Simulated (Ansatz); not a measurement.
The figure comes from a scan of Mg (hcp, Mg type): the cell is scaled evenly about its relaxed volume V₀. Calculation: PBE (plane waves to 420 eV, PAW, scalar-relativistic; Ansatz, an electronic-structure program). k mesh 17×17×9 (Γ-centred), Fermi-Dirac smearing 0.05 eV. E stands for the smeared free energy. Mg was relaxed with its symmetry unable to fall. The PAW data are Ansatz's earlier set. ΔE is measured from the relaxed starting cell.

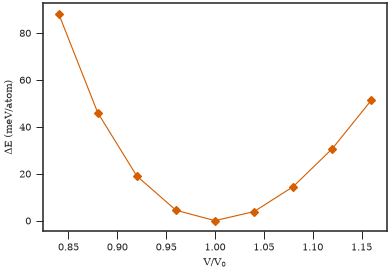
Fig. 1. ΔE (meV/atom) against V/V₀; one marker a computed point.

### Question
List the plotted points as numbers.

### Answer
To the nearest 2:

```tsv
V/V₀	ΔE (meV/atom)
0.840	88
0.880	46
0.920	20
0.960	4
1.000	0
1.040	4
1.080	14
1.120	30
1.160	52
```

(A scan under strain: stresses follow from slopes of the energy per volume, elastic moduli from its curvatures.)
